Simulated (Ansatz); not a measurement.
```yaml
atoms:
  - { symbol: C, position_ang: [-1.6642, -0.8614, 0.9796] }
  - { symbol: C, position_ang: [-0.2533, -1.3686, 0.6916] }
  - { symbol: Cu, position_ang: [-1.3984, -4.7053, 2.1786] }
  - { symbol: Sn, position_ang: [-0.1682, -3.5451, 0.3901] }
  - { symbol: H, position_ang: [-2.0902, -1.3452, 1.8751] }
  - { symbol: H, position_ang: [-2.3515, -1.0700, 0.1427] }
  - { symbol: H, position_ang: [-1.6840, 0.2290, 1.1538] }
  - { symbol: H, position_ang: [0.4332, -1.1373, 1.5216] }
  - { symbol: H, position_ang: [0.1651, -0.9035, -0.2160] }
  - { symbol: H, position_ang: [1.5016, -4.0062, 0.2772] }
  - { symbol: H, position_ang: [-0.8476, -3.8645, -1.1772] }
```

Geometry: B3LYP-D3(BJ)/def2-SVP; core potentials replace the inner electrons of Sn.

The calculation used isolated molecule in a Gaussian basis; Kohn-Sham density functional theory, functional PBE0 in Ansatz 0.2.0.

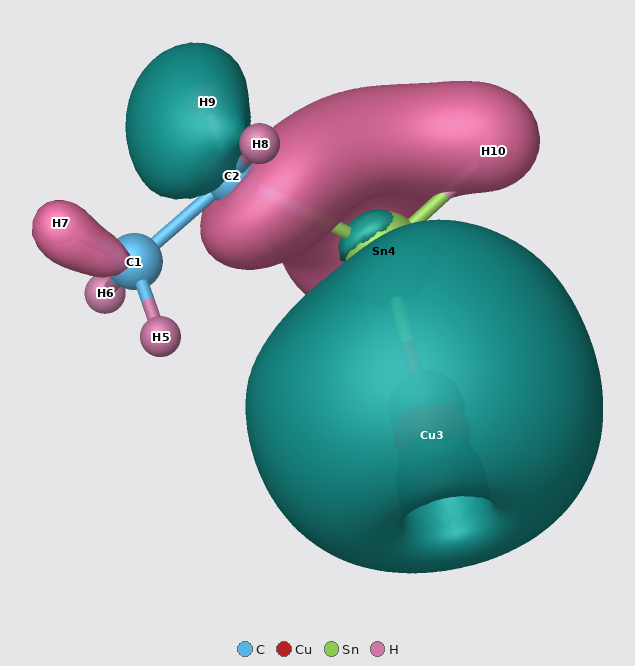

C$_{2}$H$_{7}$CuSn (SMILES C[CH2][SnH2][Cu]). The HOMO at ±0.06 Å⁻³ᐟ² (teal and pink are the two phases), seen at a tilt.

Q: Describe this orbital and give its energy.

A: It lies mainly on Cu3 (about 50 %), Sn4 (about 35 %) and C2 (about 10 %). Its energy is −6.44 eV.
